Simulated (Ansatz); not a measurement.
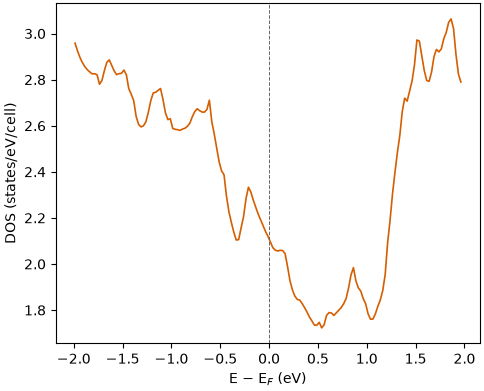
Fig. 1. Density of states of Ag3Sn (Pmmn) near the Fermi level, PBEsol, rigid bands run with Ansatz (a program for electronic structure).

Question: With 8 atoms a cell, what bare Sommerfeld coefficient γ = (π²/3) k_B² N(E_F) follows?

Answer: N(E_F) ≈ 2.1 states/eV a cell at 300 K, so γ ≈ 0.62 mJ/(mol of atoms·K²), before many-body enhancement (phonons, spin fluctuations, correlation).

Question: How far does the Fermi level move in a rigid band for 0.1 electron a cell added or removed?

Answer: 48 meV and -47 meV.

A metal at this level (no band gap); rigid bands, thermally averaged at 300 K, both spins. Spin-orbit coupling is left out. Geometry: cell and atoms relaxed with PBEsol.

Formula and space group known from diffraction (Crystallography Open Database), not checked to be the room-temperature form: Ag3Sn (Pmmn).
